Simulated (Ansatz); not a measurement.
**InPH6 (SMILES [PH3+][InH3-]): r2SCAN/def2-SVP (core potential)**

What is the energy change on altering one bond length of InPH6 at r2SCAN/def2-SVP (core potential)? 

Program for the calculation: Ansatz 0.2.0.

50 further runs of the same task are left out: 3 that didn't finish, 47 set aside as unsound or not needed.

### 1 The system as given

InPH6: 8 atoms, total charge 0, spin state singlet. As SMILES, `[PH3+][InH3-]`. The shape is that of a PBE0-D4/def2-TZVP optimisation.

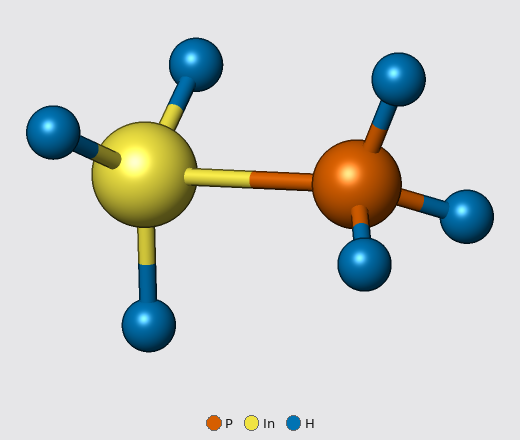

Viewed from a chosen angle; phosphorus orange, indium yellow, hydrogen blue.

### 2 A single-point energy at r2SCAN/def2-SVP (core potential)

run.yaml reads:

```yaml
crystal:
  periodic: [false, false, false]
  atoms:
    - symbol: P
      position_ang: [-0.593300, 0.062600, -1.026600]
    - symbol: In
      position_ang: [0.822000, -0.099900, 1.362800]
    - symbol: H
      position_ang: [-1.997500, -0.077200, -1.021800]
    - symbol: H
      position_ang: [-0.318900, -0.855700, -2.062100]
    - symbol: H
      position_ang: [-0.526800, 1.240500, -1.800800]
    - symbol: H
      position_ang: [0.023300, 1.240800, 2.111900]
    - symbol: H
      position_ang: [2.376100, 0.140700, 0.638900]
    - symbol: H
      position_ang: [0.307400, -1.708800, 1.741800]
basis:
  gaussian:
    orbitals: def2-SVP
hamiltonian:
  xc: {name: r2SCAN}
accuracy: high
output: {orbitals: {seedname: orbitals}}
```

Run with:

```console
$ ansatz run run.yaml --threads 1 --pin off --max-ram 3480MiB --events-out events.jsonl --progress --plain --runs-dir runs
```

What it wrote:

```text
Warning: RAYON_NUM_THREADS=1 ignored (pool sized by the plan → 1); use --threads N
Functional definition: r2SCAN
  name "r2SCAN"
  parameter k0 = 0.174
  parameter k1 = 0.065
  parameter a1 = 4.9479
  exchange = r2scan_x(k0 = k0, k1 = k1, a1 = a1)
  correlation = r2scan_c
1767 factors; integrals over basis functions are off by at most 4.0e-9 eV
mean field evaluation 1: about -14556.3833 eV, gradient 1.4e1 eV
mean field evaluation 2: about -14556.9244 eV, gradient 9.2e0 eV
mean field evaluation 4: about -14557.1909 eV, gradient 2.2e-1 eV
mean field evaluation 8: about -14557.1872 eV, gradient 2.9e-2 eV
mean field evaluation 16: about -14557.1872 eV, gradient 8.3e-7 eV
mean field -14557.18719470 eV, -534.9667621893 hartree, gradient 2.5e-8 eV, S^2 0.000000; 0 other end points of the search recorded, 0 dependent functions left out
reference -14557.18719580 eV, -534.9667622296 hartree; 21, 21 occupied and 53, 53 virtual orbitals, 1767 factors
Total energy: -14557.18719580 eV, -534.9667622296 hartree
```

Wall time 7.2 s (1 thread of Intel Xeon Platinum 8488C (Sapphire Rapids), shared host); peak memory 0.27 GiB.

### 3 The distorted shape at the same level

run.yaml reads:

```yaml
crystal:
  periodic: [false, false, false]
  atoms:
    - {symbol: P, position_ang: [-0.335995, 0.867066, -1.216104]}
    - {symbol: In, position_ang: [1.079305, 0.704566, 1.173296]}
    - {symbol: H, position_ang: [-1.740195, 0.727266, -1.211304]}
    - {symbol: H, position_ang: [-0.061595, -0.051234, -2.251604]}
    - {symbol: H, position_ang: [-0.269495, 2.044966, -1.990304]}
    - {symbol: H, position_ang: [0.280605, 2.045266, 1.922396]}
    - {symbol: H, position_ang: [2.633405, 0.945166, 0.449396]}
    - {symbol: H, position_ang: [0.307400, -1.708800, 1.741800]}
basis:
  gaussian:
    orbitals: def2-SVP
hamiltonian:
  xc: r2scan
accuracy: high
output:
  orbitals: {seedname: orbitals}
```

Run with:

```console
$ ansatz run run.yaml --threads 1 --pin off --max-ram 3480MiB --events-out events.jsonl --progress --plain --runs-dir runs
```

What it wrote:

```text
Warning: RAYON_NUM_THREADS=1 ignored (pool sized by the plan → 1); use --threads N
Functional definition: r2SCAN
  name "r2SCAN"
  parameter k0 = 0.174
  parameter k1 = 0.065
  parameter a1 = 4.9479
  exchange = r2scan_x(k0 = k0, k1 = k1, a1 = a1)
  correlation = r2scan_c
1754 factors; integrals over basis functions are off by at most 3.6e-9 eV
mean field evaluation 1: about -14554.4556 eV, gradient 1.6e1 eV
mean field evaluation 2: about -14553.0336 eV, gradient 2.1e1 eV
mean field evaluation 4: about -14555.5679 eV, gradient 1.3e0 eV
mean field evaluation 8: about -14555.5717 eV, gradient 1.5e-2 eV
mean field evaluation 16: about -14555.5717 eV, gradient 2.2e-6 eV
mean field -14555.57172681 eV, -534.9073948393 hartree, gradient 3.7e-8 eV, S^2 0.000000; 0 other end points of the search recorded, 0 dependent functions left out
reference -14555.57172791 eV, -534.9073948797 hartree; 21, 21 occupied and 53, 53 virtual orbitals, 1754 factors
Total energy: -14555.57172791 eV, -534.9073948797 hartree
```

Wall time 6.9 s (1 thread of Intel Xeon Platinum 8488C (Sapphire Rapids), shared host); peak memory 0.28 GiB.

### 4 Outcome

At r2SCAN/def2-SVP (core potential):

```
                                                          quantity          value
                                         first shape: total energy  -534.96676 Eh
                                          first shape: HOMO energy       -6.61 eV
                                          first shape: LUMO energy       -0.54 eV
                                        first shape: HOMO–LUMO gap        6.07 eV
                                     distorted shape: total energy  -534.90739 Eh
                                      distorted shape: HOMO energy       -5.50 eV
                                      distorted shape: LUMO energy       -1.81 eV
                                    distorted shape: HOMO–LUMO gap        3.69 eV
energy change with the In2–H8 bond stretched from 1.731 to 2.597 Å       1.615 eV
```

One bond (distorted shape) is far stretched, which a spin-restricted single reference describes badly; a broken-symmetry solution may lie lower. With the In2–H8 bond stretched from 1.731 to 2.597 Å the energy rises by 1.62 eV (37 kcal/mol). The first shape isn't relaxed at this level, so the change isn't measured from a minimum. A restricted reference can't describe the breaking bond well at this length.
